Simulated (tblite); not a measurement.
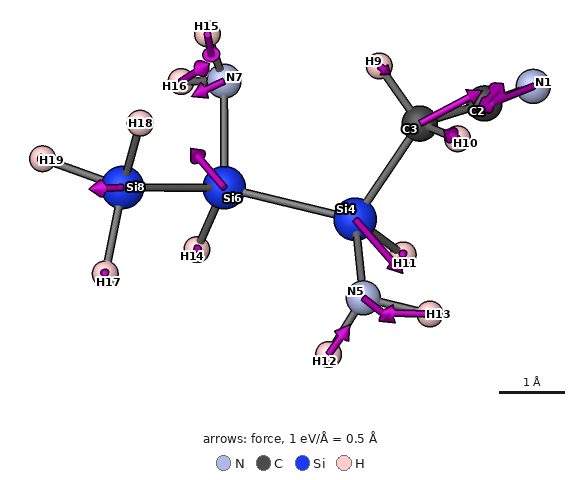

Starting geometry of C₂H₁₁N₃Si₃ with the computed forces as purple arrows. Style: ball-and-stick. Shown at a tilt.

Theory: tblite, GFN2-xTB geometry optimisation, gas phase. 

What follows when this structure is relaxed?

It isn't relaxed: the largest force vector, on N1, is 2.80 eV/Å. The final displacements have little in common with the starting forces (cosine between the two patterns 0.23). The energy falls by 0.997 eV in 243 geometry steps. N1 moves most after the best rigid fit: 2.79 Å. Largest moves by element: N 2.79 Å, H 1.66 Å, C 1.54 Å, Si 0.54 Å. Some distances before and after: Si4–Si6 2.190 → 2.313 Å, Si6–Si8 2.228 → 2.333 Å, C3–Si4 1.861 → 1.937 Å, Si6–N7 1.796 → 1.730 Å. Bond angles that change, for instance: Si6–Si4–H11 106.6° → 121.4°, Si4–N5–H13 106.1° → 119.9°, Si6–N7–H16 108.1° → 118.9°. Groups turn about C3–Si4 by about 65°, Si6–N7 by about 35°, Si4–Si6 by about 30°.
